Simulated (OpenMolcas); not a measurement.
**One shape, several levels: GaGeH5 (SMILES [GaH2][GeH3])**

Wanted: a comparison of 6 runs (HF/3-21G, BHLYP/def2-SVPD, BLYP/def2-SVPD, PBE0/def2-SVPD, r2SCAN/def2-SVPD, revPBE/def2-SVPD) of GaGeH5. 

The results are computed with OpenMolcas 26.06.

1 further run of the same task is left out (set aside as unsound or not needed).

## Step 1: The system as given

GaGeH5: 7 atoms, total charge 0, spin state singlet. As SMILES, `[GaH2][GeH3]`. One bond was lengthened or shortened from a relaxed shape.

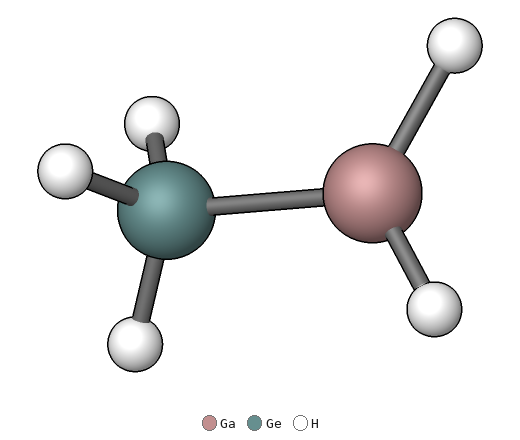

The structure, seen from a chosen angle (gallium pink, germanium teal, hydrogen white).

## Step 2: A single-point energy at HF/3-21G (run 1)

The input, job.inp:

```
&GATEWAY
BASLIB=$CurrDir
COORD
7
angstrom
Ga      -0.500940      -1.210417      -0.012122
Ge       0.143360       1.137083      -0.230922
H        0.529900      -2.354300       0.935000
H       -1.827440      -1.742517      -0.666322
H       -0.441940       1.806483      -1.488122
H       -0.380540       1.928983       0.985578
H        1.671060       1.329783      -0.264122
BASIS=3-21G
GROUP=NoSym
&SEWARD
&SCF
THRESHOLDS=1e-10 1e-07 1e-07 1e-05
PRORBITALS=1 2
```

The basis set 3-21G is read from a file made from the Basis Set Exchange's data (not shown).

Run with:

```bash
$ export MOLCAS_MEM=1860
$ pymolcas job.inp > job.log
```

The program printed:

```text
--- Start Module: gateway ---
[...]
--- Stop Module: gateway /rc=_RC_ALL_IS_WELL_ ---
--- Start Module: seward ---
[...]
      Basis functions           54
--- Stop Module: seward /rc=_RC_ALL_IS_WELL_ ---
[...]
--- Start Module: scf ---
[...]
       Convergence after  10 Iterations
[...]
::    Total SCF energy                              -3982.0111777429
[...]
      Total spin, S                                     0.0000000000
[...]
      Total electronic charge=   68.000000
      Total            charge=   -0.000000
[...]
      Dipole Moment (debye):
      Origin of the operator (angstrom)=   -0.1649    0.0108   -0.1245
                   X= -4.4058E-01               Y= -1.4838E-01               Z= -2.9808E-01           Total=  5.5225E-01
      Quadrupole Moment (debye*angstrom):
[...]
--- Stop Module: scf /rc=_RC_ALL_IS_WELL_ ---
[...]
```

Wall time 3 s (1 thread of Intel Xeon Platinum 8259CL at 2.50GHz (Skylake/Cascade Lake), shared host); peak memory 0.39 GiB.

## Step 3: A single-point energy at BHLYP/def2-SVPD (run 2)

The input, test.inp:

```
&GATEWAY
BasLib=$CurrDir
Coord
7
angstrom
Ga      -0.500940      -1.210417      -0.012122
Ge       0.143360       1.137083      -0.230922
H        0.529900      -2.354300       0.935000
H       -1.827440      -1.742517      -0.666322
H       -0.441940       1.806483      -1.488122
H       -0.380540       1.928983       0.985578
H        1.671060       1.329783      -0.264122
Basis=def2-SVPD
Group=NoSym
&SEWARD
GridInput
Grid=UltraFine
End of Grid
&SCF
KSDFT=HYB_GGA_XC_BHANDHLYP
Thresholds=1e-10 1e-07 1e-07 1e-05
PrOrbitals=1 1
```

The basis set def2-SVPD is read from a file made from the Basis Set Exchange's data (not shown).

Run with:

```bash
$ export MOLCAS_MEM=1860
$ pymolcas test.inp > test.log
```

The program printed:

```text
--- Start Module: gateway ---
[...]
--- Stop Module: gateway /rc=_RC_ALL_IS_WELL_ ---
--- Start Module: seward ---
[...]
      Basis functions          116
--- Stop Module: seward /rc=_RC_ALL_IS_WELL_ ---
[...]
--- Start Module: scf ---
[...]
       Convergence after  12 Iterations
[...]
::    Total KS-DFT energy                           -4004.2685012367
[...]
      Total spin, S                                     0.0000000000
[...]
      Total electronic charge=   68.000000
      Total            charge=   -0.000000
[...]
      Dipole Moment (debye):
      Origin of the operator (angstrom)=   -0.1649    0.0108   -0.1245
                   X= -3.1702E-01               Y=  1.4113E-01               Z= -3.0923E-01           Total=  4.6480E-01
      Quadrupole Moment (debye*angstrom):
[...]
--- Stop Module: scf /rc=_RC_ALL_IS_WELL_ ---
[...]
```

It took 43 s on 1 thread of Intel Xeon Platinum 8259CL at 2.50GHz (Skylake/Cascade Lake), shared host; peak memory 0.71 GiB.

Runs 3 to 5 aren't shown in full; the table further down has their settings and results.

## Step 4: The energy at revPBE/def2-SVPD (run 6)

The input, job.inp:

```
&gateway
 baslib=$CurrDir
 coord
 7
 bohr
 Ga    -0.94663940    -2.28735663    -0.02290726
 Ge     0.27091114     2.14877545    -0.43637934
 H      1.00136587    -4.44898222     1.76689393
 H     -3.45336111    -3.29287990    -1.25916609
 H     -0.83514556     3.41375812    -2.81214302
 H     -0.71911638     3.64524957     1.86247249
 H      3.15784574     2.51292568    -0.49911824
 basis=def2-SVPD
 group=NoSym

&seward
 gridinput
 Grid=UltraFine
 End of Grid

&scf
 ksdft=revPBE
 thresholds=1e-10 1e-07 1e-07 1e-05
 prorbitals=1 1
```

The basis set def2-SVPD is read from a file made from the Basis Set Exchange's data (not shown).

Run with:

```bash
$ export MOLCAS_MEM=1860
$ pymolcas job.inp > job.log
```

The program printed:

```text
--- Start Module: gateway ---
[...]
--- Stop Module: gateway /rc=_RC_ALL_IS_WELL_ ---
--- Start Module: seward ---
[...]
      Basis functions          116
--- Stop Module: seward /rc=_RC_ALL_IS_WELL_ ---
[...]
--- Start Module: scf ---
[...]
       Convergence after  16 Iterations
[...]
::    Total KS-DFT energy                           -4004.0205444646
[...]
      Total spin, S                                     0.0000000000
[...]
      Total electronic charge=   68.000000
      Total            charge=   -0.000000
[...]
      Dipole Moment (debye):
      Origin of the operator (angstrom)=   -0.1649    0.0108   -0.1245
                   X= -2.8937E-01               Y=  1.8698E-01               Z= -2.8222E-01           Total=  4.4536E-01
      Quadrupole Moment (debye*angstrom):
[...]
--- Stop Module: scf /rc=_RC_ALL_IS_WELL_ ---
[...]
```

It took 53 s on 1 thread of Intel Xeon Platinum 8259CL at 2.50GHz (Skylake/Cascade Lake), shared host; peak memory 0.71 GiB.

## Step 5: All runs side by side

```csv
run,level,integration grid,energy (Eh),dipole moment (D),HOMO energy (eV),LUMO energy (eV),wall time
1,HF/3-21G,–,-3982.011178,0.55,-9.91,0.51,3 s
2,BHLYP/def2-SVPD,UltraFine,-4004.268501,0.46,-8.54,-1.40,43 s
3,BLYP/def2-SVPD,UltraFine,-4004.427312,0.45,-6.44,-2.89,47 s
4,PBE0/def2-SVPD,UltraFine,-4003.799697,0.44,-7.61,-2.15,47 s
5,r2SCAN/def2-SVPD,UltraFine,-4004.303866,0.44,-6.83,-2.69,80 s
6,revPBE/def2-SVPD,UltraFine,-4004.020544,0.45,-6.53,-2.84,53 s
```

## Step 6: Summary of results

| quantity | value |
| --- | --- |
| run 6: total energy | -4004.02054 Eh |
| run 6: dipole moment | 0.45 D |
| run 6: HOMO energy | -6.53 eV |
| run 6: LUMO energy | -2.84 eV |
| run 6: HOMO–LUMO gap | 3.69 eV |

**Reading.** The dipole moment (its size) runs from 0.44 D (PBE0/def2-SVPD) to 0.55 D (HF/3-21G). The two ends differ in method and basis. The HOMO–LUMO gap runs from 3.54 eV (BLYP/def2-SVPD) to 10.42 eV (HF/3-21G). Totals of different functionals can't be ranked against each other. All runs together took 4.6 min, the longest 80 s.
